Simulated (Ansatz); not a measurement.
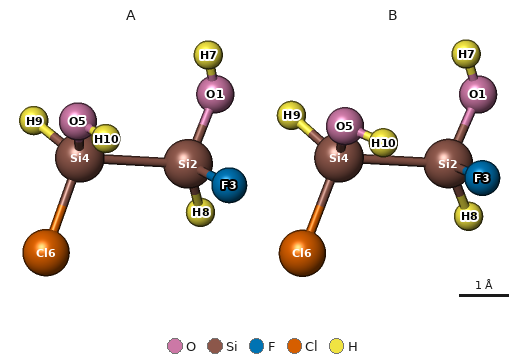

Two geometries of Si₂H₄O₂ClF, drawn at one scale. One is the start of a relaxation, the other its converged end. The picture is a ball-and-stick view, seen at a tilt.

Computed with Ansatz 0.2.0, RKS PBE0-D4/def2-TZVP. Set-up: force threshold 0.005 eV/Å; at most 150 steps.

Which geometry has the lower energy?

Answer. Structure A is the relaxed one. The start comes from PBE-D4/def2-SVP. The atom that moves furthest after the best rigid fit is H10 (0.37 Å). By element the largest moves are H 0.37 Å, F 0.31 Å, Cl 0.20 Å, O 0.15 Å, Si 0.07 Å. Among the contacts that change: Si2–F3 1.659 → 1.607 Å, Si4–O5 1.680 → 1.641 Å, O1–Si2 1.670 → 1.635 Å, Si4–Cl6 2.093 → 2.063 Å. Among the angles between lasting bonds that change: Si2–Si4–O5 103.5° → 110.3°, F3–Si2–Si4 97.6° → 103.6°, Si4–O5–H10 111.8° → 117.4°. After 15 geometry steps the energy has fallen by 12.0 kJ/mol. The largest force component goes from 1 to 0.0044 eV/Å. The run took of the order of 3 core-minutes on a shared host.
